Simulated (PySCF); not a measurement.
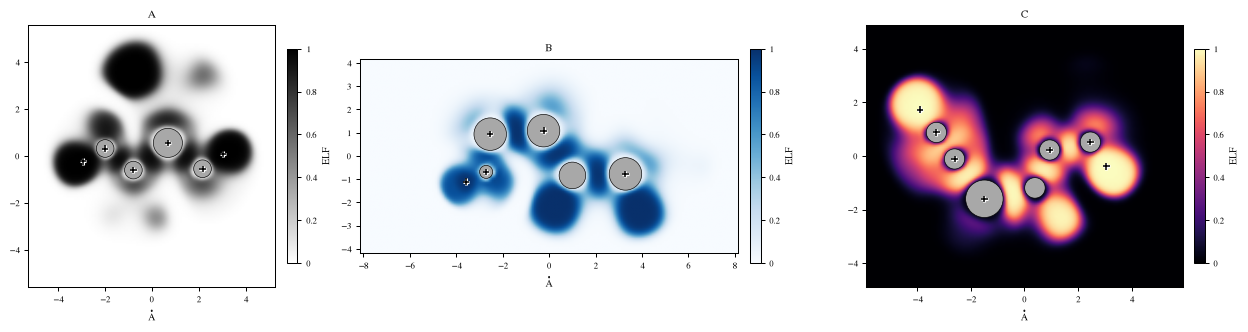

The electron localisation function of 3 systems, each on a plane through atoms (crosses mark nuclei in the plane; grey discs cover the cores).

These are results of PBE0/pcSseg-1, SCF density, gas phase, non-relativistic in PySCF 2.14.0, not measurements.

System 1: CH15NOSi5, the plane of atoms Si7, O8 and H23. Geometry: GFN2-xTB.

| atom | x (Å) | y (Å) | z (Å) |
| --- | --- | --- | --- |
| C | -2.9156 | 1.8799 | 0.7709 |
| N | -1.6783 | 1.3083 | 0.3043 |
| Si | -1.6626 | -0.0607 | -0.7586 |
| Si | -2.9133 | -1.8570 | 0.0426 |
| Si | 0.6025 | -0.4005 | -1.1439 |
| Si | 2.0678 | -0.1876 | 0.6490 |
| Si | 4.3267 | -0.0846 | 0.2248 |
| O | 4.2997 | 0.0948 | -1.3985 |
| H | -2.7563 | 2.9038 | 1.1136 |
| H | -3.3666 | 1.3056 | 1.5898 |
| H | -3.6217 | 1.8981 | -0.0567 |
| H | -0.9611 | 1.3672 | 1.0117 |
| H | -2.3728 | 0.4875 | -1.9405 |
| H | -4.3638 | -1.7501 | -0.1676 |
| H | -2.7635 | -2.0313 | 1.4951 |
| H | -2.5152 | -3.1343 | -0.5567 |
| H | 1.0778 | 0.4285 | -2.2621 |
| H | 0.7114 | -1.7698 | -1.6867 |
| H | 1.8158 | -1.2869 | 1.6043 |
| H | 1.6787 | 0.9941 | 1.4518 |
| H | 5.1232 | -1.2779 | 0.5522 |
| H | 5.0860 | 1.0347 | 0.8060 |
| H | 5.0964 | 0.1653 | -1.9165 |

System 2: C5H10BFSi2, the plane of atoms C6, C7 and H14. Geometry: GFN2-xTB.

```yaml
atoms:
  - { symbol: C, position_ang: [3.3478, 1.3167, -0.2964] }
  - { symbol: C, position_ang: [2.8720, 0.2615, 0.0282] }
  - { symbol: Si, position_ang: [2.0611, -1.3420, 0.5128] }
  - { symbol: F, position_ang: [2.5405, -1.5522, 2.0620] }
  - { symbol: B, position_ang: [0.1108, -1.3037, 0.3927] }
  - { symbol: C, position_ang: [-0.5892, -0.3404, -0.5960] }
  - { symbol: C, position_ang: [-2.1047, -0.4469, -0.8915] }
  - { symbol: Si, position_ang: [-2.4623, 1.0958, 0.1668] }
  - { symbol: C, position_ang: [-0.5881, 0.8310, 0.4567] }
  - { symbol: H, position_ang: [3.7842, 2.2333, -0.5758] }
  - { symbol: H, position_ang: [2.8279, -2.3905, -0.1753] }
  - { symbol: H, position_ang: [-0.5719, -1.9447, 1.1048] }
  - { symbol: H, position_ang: [-0.0450, -0.0309, -1.4874] }
  - { symbol: H, position_ang: [-2.5351, -1.3757, -0.5219] }
  - { symbol: H, position_ang: [-2.3374, -0.3841, -1.9526] }
  - { symbol: H, position_ang: [-2.7723, 2.3259, -0.5625] }
  - { symbol: H, position_ang: [-3.3119, 0.9402, 1.3479] }
  - { symbol: H, position_ang: [0.1207, 1.6183, 0.2143] }
  - { symbol: H, position_ang: [-0.3569, 0.4976, 1.4725] }
```

System 3: C5H17AlP2, the plane of atoms C2, P5 and C6. Geometry: GFN2-xTB.

```xyz
25

C     1.6159    0.5337   -0.9656
C     0.9712   -0.0350    0.2978
C     1.5876   -1.3811    0.6601
C     1.1273    0.9621    1.4451
P    -0.8528   -0.1272   -0.1163
C    -1.6198   -1.0204    1.3009
Al   -1.7658    1.9286   -1.1806
P    -0.9304   -1.6595   -1.6394
H     2.6688    0.7567   -0.7976
H     1.1042    1.4552   -1.2589
H     1.5431   -0.1818   -1.7870
H     1.4156   -2.1100   -0.1320
H     1.1720   -1.7668    1.5885
H     2.6628   -1.2688    0.7921
H     0.7206    0.5627    2.3727
H     0.6060    1.8900    1.2059
H     2.1804    1.1884    1.6072
H    -1.2636   -2.0478    1.3629
H    -2.6990   -1.0192    1.1470
H    -1.4041   -0.4899    2.2262
H    -3.2642    1.4499   -1.0672
H    -1.2033    3.0349   -0.2228
H    -1.0973    1.7713   -2.6007
H    -0.9623   -0.7131   -2.6631
H    -2.3239   -1.6889   -1.5662
```

> Match each panel to its system.

Panel A is system 3, C5H17AlP2: the plane holds C, P and H. C–C (1.53 Å): the ELF peaks at about 0.95 between the atoms, as expected for localised, covalent bonding. Panel B is system 1, CH15NOSi5: the plane holds Si, O and H. Si–O (1.63 Å): the ELF peaks at about 0.90 between the atoms, as expected for a shared but strongly polarised pair. Panel C is system 2, C5H10BFSi2: the plane holds C, Si and H. C–C (1.20 Å): the ELF peaks at about 0.85 between the atoms; a multiple bond.
